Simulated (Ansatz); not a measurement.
# ClH₄NSi₂: one molecule under many settings

Aim: run ClH₄NSi₂ under a spread of inputs, and see what each costs and gives.

Method: the settings change from run to run; program: Ansatz 0.2.0, Gaussian basis.

### 1 The molecule

An earlier PBE0-D4 in a triple-zeta def2 set relaxation fixed the geometry.

SMILES `Cl[SiH]1N[SiH2]1`, 8 atoms, charge 0, spin multiplicity 1.

Atoms are counted from 1 here; the program's logs count them from 0.

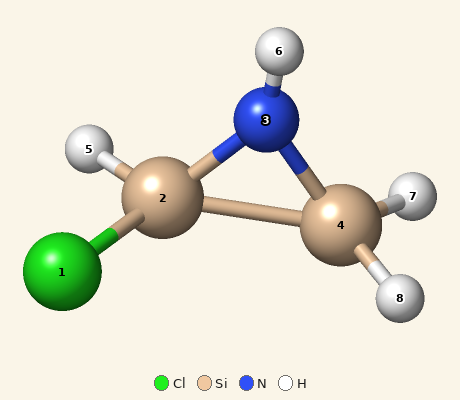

The geometry (chlorine green, silicon light orange, nitrogen blue, hydrogen white); atoms are numbered from 1 in the order of the file.

### 2 r2SCAN50/def2-TZVPP

This run has coordinates scaled by 1.05, D3(BJ) with three-body dispersion, high accuracy.

in.yaml

```yaml
crystal:
  periodic: [false, false, false]
  atoms:
    - {symbol: Cl, position_ang: [-1.431862, 2.432876, 0.780950]}
    - {symbol: Si, position_ang: [-0.257797, 1.064088, -0.407880]}
    - {symbol: N, position_ang: [0.906885, 0.007101, 0.457848]}
    - {symbol: Si, position_ang: [-0.281910, -1.253622, -0.129103]}
    - {symbol: H, position_ang: [0.267148, 1.904848, -1.604151]}
    - {symbol: H, position_ang: [1.785988, 0.063576, 1.041585]}
    - {symbol: H, position_ang: [0.253397, -2.305555, -1.150916]}
    - {symbol: H, position_ang: [-1.145142, -1.973056, 0.953182]}
basis:
  gaussian: {orbitals: def2-TZVPP}
hamiltonian: {xc: {name: r2SCAN50}, dispersion: d3bjatm}
accuracy: high
output: {forces: true}
```

Run with:

```
> ansatz run in.yaml --threads 2 --pin off --events-out ev --progress --plain --max-ram 4352MiB
```

Standard output, shortened:

```text
Functional definition: r2SCAN50
  name "r2SCAN50"
  cite "Bursch, Neugebauer, Ehlert & Grimme, J. Chem. Phys. 156, 134105 (2022) doi:10.1063/5.0086040"
  cite "Furness, Kaplan, Ning, Perdew & Sun, J. Phys. Chem. Lett. 11, 8208 (2020) doi:10.1021/acs.jpclett.0c02405"
  cite "Furness, Kaplan, Ning, Perdew & Sun, J. Phys. Chem. Lett. 11, 9248 (2020) doi:10.1021/acs.jpclett.0c03077"
  parent r2scan
[...]
3545 factors; integrals over basis functions are off by at most 3.4e-8 eV
[...]
mean field -29831.34177738 eV, -1096.2815899091 hartree, gradient 7.4e-8 eV, S^2 0.000000; 0 other end points of the search recorded, 0 dependent functions left out
[...]
reference -29831.34177794 eV, -1096.2815899297 hartree; 28, 28 occupied and 185, 185 virtual orbitals, 3545 factors
Total energy: -29831.41918979 eV, -1096.2844347627 hartree
Atom 0 at    -1.431862     2.432876     0.780950 Å, force     0.991846    -1.137578    -0.988072 eV/Å
Atom 1 at    -0.257797     1.064088    -0.407880 Å, force     1.041881    -0.887099     1.099506 eV/Å
Atom 2 at     0.906885     0.007101     0.457848 Å, force    -0.873152     0.065864    -0.474963 eV/Å
Atom 3 at    -0.281910    -1.253622    -0.129103 Å, force     1.054622     1.176067     0.618845 eV/Å
Atom 4 at     0.267148     1.904848    -1.604151 Å, force    -0.499321    -0.726307     1.144035 eV/Å
Atom 5 at     1.785988     0.063576     1.041585 Å, force    -2.020776    -0.116301    -1.330030 eV/Å
Atom 6 at     0.253397    -2.305555    -1.150916 Å, force    -0.483051     0.965358     0.916066 eV/Å
Atom 7 at    -1.145142    -1.973056     0.953182 Å, force     0.787951     0.659996    -0.985387 eV/Å
Dipole moment:     0.288730    -0.311638    -0.116780 e Å
```

Wall time 29 s (2 threads of Arm Neoverse V2, shared host); peak memory 1.2 GiB.

Largest force 2.422 eV/Å, dipole 2.12 D.

### 3 wB97X/ANO-RCC-VTZP

in.yaml

```yaml
crystal:
  periodic: [false, false, false]
  atoms:
    - {symbol: Cl, position_ang: [-1.363678, 2.317025, 0.743762]}
    - {symbol: Si, position_ang: [-0.245521, 1.013417, -0.388457]}
    - {symbol: N, position_ang: [0.863700, 0.006763, 0.436045]}
    - {symbol: Si, position_ang: [-0.268486, -1.193926, -0.122955]}
    - {symbol: H, position_ang: [0.254426, 1.814141, -1.527763]}
    - {symbol: H, position_ang: [1.700941, 0.060548, 0.991986]}
    - {symbol: H, position_ang: [0.241331, -2.195767, -1.096110]}
    - {symbol: H, position_ang: [-1.090612, -1.879101, 0.907792]}
basis:
  gaussian: {orbitals: ANO-RCC-VTZP}
hamiltonian: {xc: {name: wB97X}}
output: {forces: true}
```

Launched as before.

Standard output, shortened:

```text
Functional definition: wB97X
  name "wB97X"
  cite "Chai & Head-Gordon, J. Chem. Phys. 128, 084106 (2008) doi:10.1063/1.2834918"
  cite "Becke, J. Chem. Phys. 107, 8554 (1997) doi:10.1063/1.475007"
[...]
  # The coefficients of nought are those of the uniform gas.
[...]
      + exact_x_lr(omega)
[...]
      + integral(e_c_pw_opposite_spin*poly(b97_u_opposite, 1, cos1, cos2, cos3, cos4))
1493 factors; their error is unknown
379 factors; integrals over basis functions are off by at most 8.9e-6 eV
[...]
mean field -29908.42264509 eV, -1099.1142595500 hartree, gradient 1.8e-5 eV, S^2 0.000000; 0 other end points of the search recorded, 0 dependent functions left out
[...]
reference -29908.42259660 eV, -1099.1142577681 hartree; 28, 28 occupied and 160, 160 virtual orbitals, 1493 factors
Total energy: -29908.42259660 eV, -1099.1142577681 hartree
Relativity: scalar
Atom 0 at    -1.363678     2.317025     0.743762 Å, force    -0.016691     0.021448     0.021629 eV/Å
Atom 1 at    -0.245521     1.013417    -0.388457 Å, force    -0.014477    -0.095591    -0.151663 eV/Å
Atom 2 at     0.863700     0.006763     0.436045 Å, force     0.244481    -0.000676     0.178807 eV/Å
Atom 3 at    -0.268486    -1.193926    -0.122955 Å, force    -0.093123     0.013787    -0.052571 eV/Å
Atom 4 at     0.254426     1.814141    -1.527763 Å, force    -0.039390    -0.041807     0.077158 eV/Å
Atom 5 at     1.700941     0.060548     0.991986 Å, force    -0.100584     0.001205    -0.071376 eV/Å
Atom 6 at     0.241331    -2.195767    -1.096110 Å, force    -0.034657     0.063994     0.061858 eV/Å
Atom 7 at    -1.090612    -1.879101     0.907792 Å, force     0.054440     0.037639    -0.063842 eV/Å
Dipole moment:     0.291498    -0.234417    -0.045579 e Å
```

Run time: 25 s. Hardware: 2 threads of Arm Neoverse V2, shared host; peak memory 0.81 GiB.

Largest force 0.303 eV/Å, dipole 1.81 D.

### 4 revPBE0/STO-3G

Set apart from the defaults: D4 dispersion.

Edit in.yaml of step 3 so:

```diff
@@ -12,4 +12,4 @@
 basis:
-  gaussian: {orbitals: ANO-RCC-VTZP}
-hamiltonian: {xc: {name: wB97X}}
+  gaussian: {orbitals: STO-3G}
+hamiltonian: {xc: {name: revPBE0}, dispersion: d4}
 output: {forces: true}
```

Same command.

Standard output, shortened:

```text
Functional definition: revPBE0
  name "revPBE0"
  cite "Zhang & Yang, Phys. Rev. Lett. 80, 890 (1998) doi:10.1103/PhysRevLett.80.890"
  cite "Adamo & Barone, J. Chem. Phys. 110, 6158 (1999) doi:10.1063/1.478522"
  cite "Perdew, Burke & Ernzerhof, Phys. Rev. Lett. 77, 3865 (1996) doi:10.1103/PhysRevLett.77.3865"
[...]
408 factors; integrals over basis functions are off by at most 3.2e-5 eV
[...]
mean field -29490.66942052 eV, -1083.7621117103 hartree, gradient 2.7e-5 eV, S^2 0.000000; 0 other end points of the search recorded, 0 dependent functions left out
[...]
reference -29490.66944117 eV, -1083.7621124693 hartree; 28, 28 occupied and 8, 8 virtual orbitals, 408 factors
Total energy: -29491.16877646 eV, -1083.7804627027 hartree
Atom 0 at    -1.363678     2.317025     0.743762 Å, force    -0.739708     0.825612     0.731228 eV/Å
Atom 1 at    -0.245521     1.013417    -0.388457 Å, force     0.970632    -1.623979    -1.143005 eV/Å
Atom 2 at     0.863700     0.006763     0.436045 Å, force    -0.990980    -0.014203    -0.669579 eV/Å
Atom 3 at    -0.268486    -1.193926    -0.122955 Å, force    -0.243327     0.077810    -0.068892 eV/Å
Atom 4 at     0.254426     1.814141    -1.527763 Å, force    -0.247962    -0.319343     0.493335 eV/Å
Atom 5 at     1.700941     0.060548     0.991986 Å, force     1.125506     0.092167     0.734073 eV/Å
Atom 6 at     0.241331    -2.195767    -1.096110 Å, force    -0.283413     0.569873     0.500122 eV/Å
Atom 7 at    -1.090612    -1.879101     0.907792 Å, force     0.409252     0.392063    -0.577283 eV/Å
Dipole moment:     0.282726    -0.483903    -0.304292 e Å
```

Wall time 0.65 s (2 threads of Arm Neoverse V2, shared host).

Largest force 2.210 eV/Å, dipole 3.06 D.

### 5 PBEsol/def2-TZVPD

Set apart from the defaults: unrestricted orbitals, D4 dispersion.

Edit in.yaml of step 4 so:

```diff
@@ -12,4 +12,5 @@
 basis:
-  gaussian: {orbitals: STO-3G}
-hamiltonian: {xc: {name: revPBE0}, dispersion: d4}
+  gaussian: {orbitals: def2-TZVPD}
+magnetization: {spin_polarized: true, initial_magnetization: 0}
+hamiltonian: {xc: {name: PBEsol}, dispersion: d4}
 output: {forces: true}
```

Same command.

Standard output, shortened:

```text
Functional definition: PBEsol
  name "PBEsol"
  cite "Perdew et al., Phys. Rev. Lett. 100, 136406 (2008) doi:10.1103/PhysRevLett.100.136406"
  cite "Perdew, Burke & Ernzerhof, Phys. Rev. Lett. 77, 3865 (1996) doi:10.1103/PhysRevLett.77.3865"
  parent pbesol
[...]
1213 factors; their error is unknown
[...]
mean field -29767.32345311 eV, -1093.9289598854 hartree, gradient 5.2e-5 eV, S^2 0.000000; 0 other end points of the search recorded, 0 dependent functions left out
[...]
reference -29767.32351512 eV, -1093.9289621642 hartree; 28, 28 occupied and 177, 177 virtual orbitals, 1213 factors
Total energy: -29767.39419945 eV, -1093.9315597651 hartree
Atom 0 at    -1.363678     2.317025     0.743762 Å, force    -0.070715     0.084207     0.071669 eV/Å
Atom 1 at    -0.245521     1.013417    -0.388457 Å, force    -0.182114     0.060542    -0.008417 eV/Å
Atom 2 at     0.863700     0.006763     0.436045 Å, force    -0.130245    -0.003969    -0.103561 eV/Å
Atom 3 at    -0.268486    -1.193926    -0.122955 Å, force    -0.113539    -0.060576    -0.078665 eV/Å
Atom 4 at     0.254426     1.814141    -1.527763 Å, force     0.091710     0.127120    -0.181451 eV/Å
Atom 5 at     1.700941     0.060548     0.991986 Å, force     0.442801     0.026847     0.285062 eV/Å
Atom 6 at     0.241331    -2.195767    -1.096110 Å, force     0.093834    -0.146839    -0.154616 eV/Å
Atom 7 at    -1.090612    -1.879101     0.907792 Å, force    -0.131732    -0.087332     0.169979 eV/Å
Dipole moment:     0.291943    -0.202271    -0.020407 e Å
```

Run time: 6 s. Hardware: 2 threads of Arm Neoverse V2, shared host; peak memory 0.32 GiB.

Largest force 0.527 eV/Å, dipole 1.71 D, ⟨S²⟩ 0.000.

### 6 revPBE/aug-cc-pVTZ

Set apart from the defaults: D3(BJ) dispersion, high accuracy, the search for lower states set to off.

Edit in.yaml of step 5 so:

```diff
@@ -12,5 +12,5 @@
 basis:
-  gaussian: {orbitals: def2-TZVPD}
-magnetization: {spin_polarized: true, initial_magnetization: 0}
-hamiltonian: {xc: {name: PBEsol}, dispersion: d4}
-output: {forces: true}
+  gaussian: {orbitals: aug-cc-pVTZ}
+hamiltonian: {xc: {name: revPBE}, dispersion: d3bj}
+accuracy: high
+scf: {lower_state_search: off}
```

Launched as before.

Standard output, shortened:

```text
Functional definition: revPBE
  name "revPBE"
  cite "Zhang & Yang, Phys. Rev. Lett. 80, 890 (1998) doi:10.1103/PhysRevLett.80.890"
  cite "Perdew, Burke & Ernzerhof, Phys. Rev. Lett. 77, 3865 (1996) doi:10.1103/PhysRevLett.77.3865"
[...]
4317 factors; integrals over basis functions are off by at most 3.6e-9 eV
[...]
mean field -29830.07601820 eV, -1096.2350741172 hartree, gradient 3.4e-8 eV, S^2 0.000000; 0 other end points of the search recorded, 0 dependent functions left out
reference -29830.07602778 eV, -1096.2350744691 hartree; 28, 28 occupied and 260, 260 virtual orbitals, 4317 factors
Total energy: -29830.56553555 eV, -1096.2530635481 hartree
Checks for a lower state left out: stability, starts, cluster_reference, orbital_swaps, neighbouring_geometries, increment
```

Run time: 36 s. Hardware: 2 threads of Arm Neoverse V2, shared host; peak memory 1.7 GiB.

### 7 B2GP-PLYP/pcseg-2

Edit in.yaml of step 6 so:

```diff
@@ -12,5 +12,3 @@
 basis:
-  gaussian: {orbitals: aug-cc-pVTZ}
-hamiltonian: {xc: {name: revPBE}, dispersion: d3bj}
-accuracy: high
-scf: {lower_state_search: off}
+  gaussian: {orbitals: pcseg-2}
+hamiltonian: {xc: {name: B2GP-PLYP}}
```

Same command.

Standard output, shortened:

```text
Functional definition: B2GP-PLYP
  name "B2GP-PLYP"
  cite "Karton, Tarnopolsky, Lamère, Schatz & Martin, J. Phys. Chem. A 112, 12868 (2008) doi:10.1021/jp801805p"
  cite "Becke, Phys. Rev. A 38, 3098 (1988) doi:10.1103/PhysRevA.38.3098"
  cite "Lee, Yang & Parr, Phys. Rev. B 37, 785 (1988) doi:10.1103/PhysRevB.37.785"
[...]
1154 factors; integrals over basis functions are off by at most 1.0e-3 eV
[...]
mean field -29813.95521659 eV, -1095.6426455850 hartree, gradient 5.5e-6 eV, S^2 0.000000; 0 other end points of the search recorded, 0 dependent functions left out
16 core orbitals not correlated: weight in the atoms' cores, before any rotation towards them, 1.000 or more for the frozen orbitals, at most 0.000 for the correlated occupied ones
reference -29813.95535951 eV, -1095.6426508372 hartree; 12, 12 occupied and 160, 160 virtual orbitals, 1154 factors
second order -19.29069955 eV of doubles, -0.00000000 eV of singles
Total energy: -29820.90001135 eV, -1095.8978620849 hartree
```

Wall time 5.5 s (2 threads of Arm Neoverse V2, shared host); peak memory 0.39 GiB.

### 8 BHLYP/aug-cc-pVTZ

Options: multiplicity 3, a point charge of -1.00 e beside it, the search for lower states set to light.

Edit in.yaml of step 7 so:

```diff
@@ -12,3 +12,6 @@
 basis:
-  gaussian: {orbitals: pcseg-2}
-hamiltonian: {xc: {name: B2GP-PLYP}}
+  gaussian: {orbitals: aug-cc-pVTZ, point_charges: [{charge: -1.00, position_ang: [5.858, 0.652, 0.942]}]}
+magnetization: {spin_polarized: true, initial_magnetization: 2}
+hamiltonian: {xc: {name: BHLYP}}
+scf: {lower_state_search: light}
+output: {forces: true}
```

The command is unchanged.

Standard output, shortened:

```text
Functional definition: BHLYP
  name "BHLYP"
  cite "Becke, J. Chem. Phys. 98, 1372 (1993) doi:10.1063/1.464304"
  cite "Becke, Phys. Rev. A 38, 3098 (1988) doi:10.1103/PhysRevA.38.3098"
  cite "Lee, Yang & Parr, Phys. Rev. B 37, 785 (1988) doi:10.1103/PhysRevB.37.785"
[...]
1655 factors; their error is unknown
[...]
mean field -29831.13054913 eV, -1096.2738274141 hartree, gradient 6.9e-5 eV, S^2 2.005978; 6 other end points of the search recorded, 0 dependent functions left out
[...]
reference -29831.13078835 eV, -1096.2738362053 hartree; 29, 27 occupied and 259, 261 virtual orbitals, 1655 factors
Total energy: -29831.13078835 eV, -1096.2738362053 hartree
Atom 0 at    -1.363678     2.317025     0.743762 Å, force    -0.186294     0.506399     0.624553 eV/Å
Atom 1 at    -0.245521     1.013417    -0.388457 Å, force     1.351762     5.255746    -0.277766 eV/Å
Atom 2 at     0.863700     0.006763     0.436045 Å, force    -2.808739    -0.076672    -1.712382 eV/Å
Atom 3 at    -0.268486    -1.193926    -0.122955 Å, force     0.951571    -6.029127     1.238165 eV/Å
Atom 4 at     0.254426     1.814141    -1.527763 Å, force     0.394613     0.113342    -0.088273 eV/Å
Atom 5 at     1.700941     0.060548     0.991986 Å, force    -0.083947    -0.020827    -0.133217 eV/Å
Atom 6 at     0.241331    -2.195767    -1.096110 Å, force     0.285787     0.124025     0.166827 eV/Å
Atom 7 at    -1.090612    -1.879101     0.907792 Å, force     0.228840     0.142506     0.170670 eV/Å
Dipole moment:     0.593141    -0.038261     0.010625 e Å
```

Wall time 36 s (2 threads of Arm Neoverse V2, shared host); peak memory 1.2 GiB.

Largest force 6.228 eV/Å, dipole 2.86 D, ⟨S²⟩ 2.006.

### 9 BLYP/ANO-RCC-VTZP

Options: D3(BJ) with three-body dispersion.

Edit in.yaml of step 8 so:

```diff
@@ -12,6 +12,4 @@
 basis:
-  gaussian: {orbitals: aug-cc-pVTZ, point_charges: [{charge: -1.00, position_ang: [5.858, 0.652, 0.942]}]}
-magnetization: {spin_polarized: true, initial_magnetization: 2}
-hamiltonian: {xc: {name: BHLYP}}
-scf: {lower_state_search: light}
+  gaussian: {orbitals: ANO-RCC-VTZP}
+hamiltonian: {xc: {name: BLYP}, dispersion: d3bjatm}
 output: {forces: true}
```

Same command.

Standard output, shortened:

```text
Functional definition: BLYP
  name "BLYP"
  cite "Becke, Phys. Rev. A 38, 3098 (1988) doi:10.1103/PhysRevA.38.3098"
  cite "Lee, Yang & Parr, Phys. Rev. B 37, 785 (1988) doi:10.1103/PhysRevB.37.785"
[...]
1476 factors; their error is unknown
[...]
mean field -29908.36763718 eV, -1099.1122380467 hartree, gradient 4.1e-5 eV, S^2 0.000000; 0 other end points of the search recorded, 0 dependent functions left out
[...]
reference -29908.36804147 eV, -1099.1122529040 hartree; 28, 28 occupied and 160, 160 virtual orbitals, 1476 factors
Total energy: -29908.83708462 eV, -1099.1294899220 hartree
Relativity: scalar
Atom 0 at    -1.363678     2.317025     0.743762 Å, force    -0.340501     0.409233     0.352958 eV/Å
Atom 1 at    -0.245521     1.013417    -0.388457 Å, force    -0.082275     0.225061    -0.599962 eV/Å
Atom 2 at     0.863700     0.006763     0.436045 Å, force     0.435085     0.012123     0.254081 eV/Å
Atom 3 at    -0.268486    -1.193926    -0.122955 Å, force    -0.348227    -0.614063    -0.156119 eV/Å
Atom 4 at     0.254426     1.814141    -1.527763 Å, force     0.044052     0.044154    -0.055828 eV/Å
Atom 5 at     1.700941     0.060548     0.991986 Å, force     0.291536     0.020511     0.186848 eV/Å
Atom 6 at     0.241331    -2.195767    -1.096110 Å, force     0.032618    -0.060786    -0.032456 eV/Å
Atom 7 at    -1.090612    -1.879101     0.907792 Å, force    -0.032287    -0.036233     0.050478 eV/Å
Dipole moment:     0.275795    -0.209588    -0.037453 e Å
```

It took 7.5 s on 2 threads of Arm Neoverse V2, shared host; peak memory 0.33 GiB.

Largest force 0.723 eV/Å, dipole 1.67 D.

### 10 r2SCAN0/6-31++G**

Options: multiplicity 3, restricted open-shell orbitals, D3(BJ) dispersion, the search for lower states set to full.

Edit in.yaml of step 9 so:

```diff
@@ -12,4 +12,6 @@
 basis:
-  gaussian: {orbitals: ANO-RCC-VTZP}
-hamiltonian: {xc: {name: BLYP}, dispersion: d3bjatm}
+  gaussian: {orbitals: "6-31++G**"}
+magnetization: {spin_polarized: false, initial_magnetization: 2}
+hamiltonian: {xc: {name: r2SCAN0}, dispersion: d3bj}
+scf: {lower_state_search: full}
 output: {forces: true}
```

Same command.

Standard output, shortened:

```text
Warning: the engine holds no damping parameters fitted to this dispersion correction and functional, so the run takes those fitted to r2scan0 beside the three-body term, which d3bj leaves out (hamiltonian.dispersion, under Limitations)
Functional definition: r2SCAN0
  name "r2SCAN0"
  cite "Bursch, Neugebauer, Ehlert & Grimme, J. Chem. Phys. 156, 134105 (2022) doi:10.1063/5.0086040"
  cite "Furness, Kaplan, Ning, Perdew & Sun, J. Phys. Chem. Lett. 11, 8208 (2020) doi:10.1021/acs.jpclett.0c02405"
  cite "Furness, Kaplan, Ning, Perdew & Sun, J. Phys. Chem. Lett. 11, 9248 (2020) doi:10.1021/acs.jpclett.0c03077"
  parent r2scan
[...]
975 factors; integrals over basis functions are off by at most 7.8e-4 eV
[...]
mean field -29825.21412064 eV, -1096.0564026772 hartree, gradient 6.0e-5 eV, S^2 2.000000; 12 other end points of the search recorded, 0 dependent functions left out
[...]
reference -29825.21415573 eV, -1096.0564039667 hartree; 29, 27 occupied and 83, 85 virtual orbitals, 975 factors
Total energy: -29825.28397827 eV, -1096.0589698979 hartree
Atom 0 at    -1.363678     2.317025     0.743762 Å, force    -0.043836     0.366226     0.541834 eV/Å
Atom 1 at    -0.245521     1.013417    -0.388457 Å, force     0.697865     5.401205    -0.357079 eV/Å
Atom 2 at     0.863700     0.006763     0.436045 Å, force    -2.089465     0.090225    -1.415267 eV/Å
Atom 3 at    -0.268486    -1.193926    -0.122955 Å, force     0.602975    -6.252927     1.088680 eV/Å
Atom 4 at     0.254426     1.814141    -1.527763 Å, force     0.472614     0.139827    -0.156018 eV/Å
Atom 5 at     1.700941     0.060548     0.991986 Å, force    -0.132994    -0.057600     0.019390 eV/Å
Atom 6 at     0.241331    -2.195767    -1.096110 Å, force     0.334731     0.121219     0.082586 eV/Å
Atom 7 at    -1.090612    -1.879101     0.907792 Å, force     0.158108     0.191825     0.195875 eV/Å
Dipole moment:     0.350037    -0.063040    -0.037437 e Å
```

Run time: 56 s. Hardware: 2 threads of Arm Neoverse V2, shared host; peak memory 0.48 GiB.

Largest force 6.376 eV/Å, dipole 1.72 D.

### 11 All runs side by side

| level | charge | multiplicity | geometry | functions | energy (eV) | time |
| --- | --- | --- | --- | --- | --- | --- |
| r2SCAN50/def2-TZVPP | 0 | 1 | scaled | 213 | -29831.419 | 29 s |
| wB97X/ANO-RCC-VTZP | 0 | 1 | relaxed | 188 | -29908.423 | 25 s |
| revPBE0/STO-3G | 0 | 1 | relaxed | 36 | -29491.169 | 0.65 s |
| PBEsol/def2-TZVPD | 0 | 1 | relaxed | 205 | -29767.394 | 6 s |
| revPBE/aug-cc-pVTZ | 0 | 1 | relaxed | 288 | -29830.566 | 36 s |
| B2GP-PLYP/pcseg-2 | 0 | 1 | relaxed | 188 | -29820.900 | 5.5 s |
| BHLYP/aug-cc-pVTZ | 0 | 3 | relaxed, point charge | 288 | -29831.131 | 36 s |
| BLYP/ANO-RCC-VTZP | 0 | 1 | relaxed | 188 | -29908.837 | 7.5 s |
| r2SCAN0/6-31++G** | 0 | 3 | relaxed | 112 | -29825.284 | 56 s |

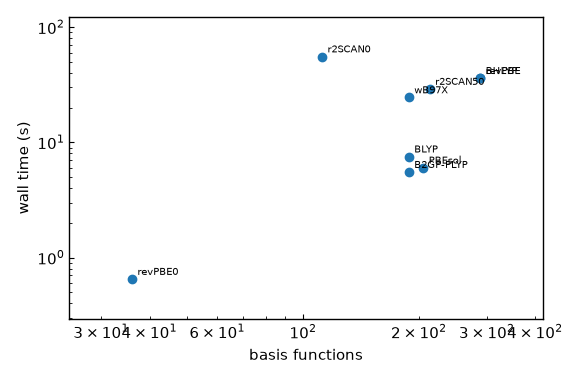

Wall time against the number of basis functions (shared host).

### 12 Results

| quantity | value |
| --- | --- |
| runs | 9 |
| quickest | revPBE0/STO-3G, 0.65 s |
| slowest | r2SCAN0/6-31++G**, 56 s |
| spread of total energies, same state and geometry | 417.7 eV |
| dipole, same state and geometry | 1.67 to 3.06 D |

In words: Run time spans a factor of 85, from revPBE0/STO-3G to r2SCAN0/6-31++G**. The jobs differ in tasks and options as well as level. The totals spread over 418 eV; they can't be compared across methods or bases. Some of these runs are scalar-relativistic and others not, which shifts the totals of all-electron atoms past neon by eV; core potentials, where a basis has them, take the core out of the total altogether. At the PBE0-D4/def2-TZVP geometry and in the same state, runs without warnings or point charges leave forces up to 2.21 eV/Å (revPBE0/STO-3G), against 2.4 eV/Å where the atoms were moved. At that geometry and state the dipole changes by 83 % between the lowest and highest value.
